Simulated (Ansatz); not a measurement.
# Screening in TiO2 (C2/m), part 2 of 2

How strongly does TiO2 (C2/m) screen? Routes: perturbation theory, a sum over states and the RPA step of G0W0.

Ansatz 0.2.0; linear response on LDA, plane waves, PAW. Known limits of the many-body steps: not at the basis limit; coarse k mesh.

So far. Step 2 (Response to a homogeneous field): One over ε∞ averages 0.16, under the quarter of exact exchange in PBE0, which by this rule of thumb may open the gap too far. Step 3 (Independent-particle spectrum): The sum gives ε∞ = 6.36, 6.48 and 6.86 without local fields.

### 3. Independent-particle spectrum (continued)

Level of this step: independent-particle optics on LDA, plane waves, PAW; PAW set soft_1 (Ansatz).

Independent particles, no local fields, Gaussian width 0.2 eV. Table of ε₁ by photon energy:

```csv
photon energy (eV),xx,yy,zz
0.0,6.31,6.43,6.81
2.5,8.49,9.21,9.29
5.0,2.96,1.82,-0.519
7.5,-0.789,0.409,0.570
10.0,-1.02,-0.437,-0.678
12.5,0.471,0.611,0.891
15.0,0.992,0.969,0.764
17.5,1.05,1.20,1.06
20.0,0.554,0.788,0.611
22.5,0.395,0.408,0.348
25.0,0.472,0.576,0.425
```

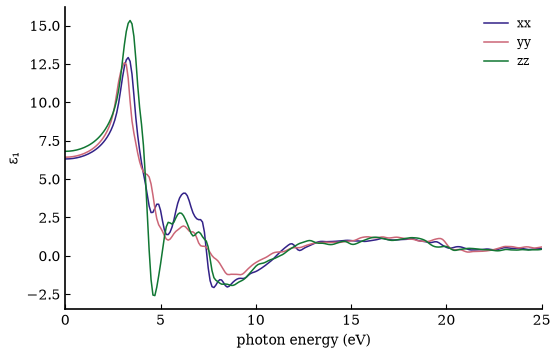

ε₁ against photon energy.

### 4. RPA screening from the G0W0 run

Now the one-shot GW correction: screening in the RPA, then the self-energy of the levels asked for. This step takes PAW set soft_1 files.

This step: G0W0 on LDA, plane waves, PAW; PAW set soft_1.

File input.yaml:

```yaml
crystal:
  lattice:
    - [6.1535771931, -1.8834685, 0.0]
    - [6.1535771931, 1.8834685, 0.0]
    - [-1.9283261078, 0.0, 6.3289668713]
  atoms:
    - { symbol: Ti, position: [0.804714, 0.804714, 0.716238] }
    - { symbol: Ti, position: [0.099929, 0.099929, 0.710398] }
    - { symbol: Ti, position: [0.195286, 0.195286, 0.283762] }
    - { symbol: Ti, position: [0.900071, 0.900071, 0.289602] }
    - { symbol: O, position: [0.0583525, 0.0583525, 0.369979] }
    - { symbol: O, position: [0.638069, 0.638069, 0.706603] }
    - { symbol: O, position: [0.1328115, 0.1328115, 0.004709] }
    - { symbol: O, position: [0.9416475, 0.9416475, 0.630021] }
    - { symbol: O, position: [0.7365115, 0.7365115, 0.3475] }
    - { symbol: O, position: [0.8671885, 0.8671885, 0.995291] }
    - { symbol: O, position: [0.2634885, 0.2634885, 0.6525] }
    - { symbol: O, position: [0.361931, 0.361931, 0.293397] }
kpoints:
  mp_grid: { grid: [4, 4, 2] }
hamiltonian:
  xc: lda
  pseudopotentials: { kind: paw, azcp: { folder: soft_1 }, xc_functional: pbe }
scf:
  occupations: { method: fixed }
gw:
  n_empty_bands: 804
  ecut_chi: 180.0
  qp_bands: [v4, c4]
  qp_kpoints: band_edges
  screening: { model: contour_deformation }
```

Command:

```console
$ ansatz run input.yaml --threads 3 --pin off --max-ram 92160MiB --backend cuda --events-out ev --progress --plain --runs-dir out --devices 1 --max-vram 13GiB
```

Numbers of over 12 decimals in the logs are rounded to 6 here.

Log:

```text
GPUs: using 1 of 1 available (devices: 1).
[...]
GPU FFT provider: cuFFT
GPU libraries: cuBLAS 13.8.2, cuFFT 12.4.0, cuSOLVER 12.3.4
Crystal: 12 atoms, lattice volume = 146.706 Å³
Basis set: ecut = 420 eV, 2869 PW (Γ)
Bands: 60, of which v1, the nominal top of the filled ones, is band 48 counted from 1 (47 counted from 0)
Symmetry: 4 space group operations
[...]
k-points: 14 of 32
[...]
0    52      8.9740   -14.1756    -7.1433   -22.7479  0.7085    10.4546    10.4030  root
[...]
13    49      8.6306   -13.5954    -6.9280   -21.8942  0.7132    10.0460    10.0014  root
    13    50      8.7454   -13.6158    -7.3780   -22.4204  0.7070    10.2243    10.1721  root
    13    51      8.8792   -13.3503    -7.4030   -22.1617  0.7062    10.3395    10.2876  root
    13    52      9.0433   -13.6137    -7.2339   -22.2536  0.7062    10.5015    10.4494  root
[key lines of the parts left out:]
SCF converged after 13 iterations
Free energy (F): -14260.539991 eV
Fermi energy:    5.701943 eV
```

The job ended after 93 s (1 × NVIDIA H100 80GB HBM3 (shared by 6 runs) with 3 threads of AMD EPYC 7R13 (Zen 3), shared host; peak memory 3.1 GiB).

Numbers from this step:

| Quantity | Value |
| --- | --- |
| bands summed | 852 |
| RPA ε∞ on this mesh (eigenvalues) | 5.870, 6.107, 6.237 |
| plane waves in the screening matrix | 797 |
| G0W0 gap on the mesh | 4.381 eV |
| k of the valence top | 0.25, -0.25, -0.5 |
| k of the conduction bottom | 0, 0, 0 |
| starting gap on the mesh | 2.669 eV |
| least direct G0W0 gap on the computed points | 4.583 eV |

The gap on the mesh goes from 2.67 eV to 4.38 eV, a correction of +1.71 eV. Between the two edge states, bare exchange in place of the xc potential would open the gap by 13.05 eV, and correlation takes back 11.34 eV.

Mean over the mesh in bins of 0.25 1/Å. The static inverse dielectric function, diagonal by length of q+G:

| length of q+G (Å⁻¹) | static inverse dielectric function, diagonal |
| --- | --- |
| 0.27 | 0.187 |
| 0.75 | 0.287 |
| 1.28 | 0.440 |
| 1.75 | 0.568 |
| 2.25 | 0.677 |
| 2.75 | 0.758 |
| 3.25 | 0.817 |
| 3.76 | 0.858 |
| 4.25 | 0.888 |
| 4.75 | 0.913 |
| 5.25 | 0.933 |
| 5.75 | 0.949 |
| 6.26 | 0.962 |
| 6.75 | 0.972 |

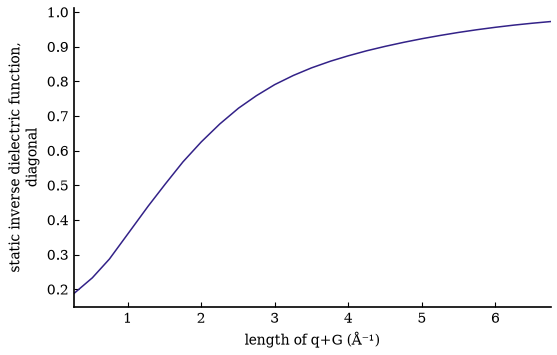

Static inverse dielectric function, diagonal, plotted against length of q+G.

### 5. The values together

Times are wall times on 1 × NVIDIA H100 80GB HBM3 (shared by 6 runs) with 3 threads of AMD EPYC 7R13 (Zen 3), shared host, good to a factor of about two.

```csv
method,mesh,"ε∞, low",middle,high,mean,time
perturbation theory (local fields and xc kernel),6×6×4 (response on 144 points),6.00,6.25,6.32,6.19,77 s
sum over states (no local fields),6×6×4,6.36,6.48,6.86,6.56,1.9 min
"RPA with local fields, on the GW mesh",4×4×2,5.87,6.11,6.24,6.07,93 s
```

### 6. What came out

```
perturbation theory (local fields and xc kernel) : 6.00, 6.25, 6.32
sum over states (no local fields)                : 6.36, 6.48, 6.86
RPA with local fields, on the GW mesh            : 5.87, 6.11, 6.24
```

**Reading.** Mean Born effective charge: Ti1 5.75, Ti2 6.12, O5 -3.14, O6 -3.06, O7 -2.71, O9 -2.96 e. Distinct peaks of the ε₂ (xx) stand at 3.8 and 7.4 eV; the one at 3.8 eV is strongest. The most distinct maxima of the loss function (xx) lie at 11.1 and 12.4 eV, the highest at 11.1 eV. The sum without local fields gives 6.56 in the mean against 6.19 by perturbation theory; local fields lower ε∞ and the xc kernel gives part of it back, though the sum also carries the error of its own mesh. The RPA values on the 4×4×2 mesh average 0.98 times those of perturbation theory (means 6.07 and 6.19). Without the xc kernel RPA should lie a little lower, and the mean does, by little. LDA usually puts the gap too low, which tends to raise ε∞. Ions are clamped, so the lattice part of the static constant is not in these numbers.

[Paths, hosts, dates, memory and timing lines, banners, echoed tables and standing remarks are left out of the program output.]

[Logs are printed without paths, hosts, clocks, repeated set-up lines and the standing remarks that a program may print on its own settings, such as how far it seeks lower states.]

[Runs of the session that timed out or met a known fault of the program may be left out.]

[Cells called generated may have been cut or substituted from an entry of the Crystallography Open Database or the Materials Project.]

[Hosts, paths, dates, database ids (printed as entryN), source tags and the programs' standing remarks are cut or masked in the printed files.]
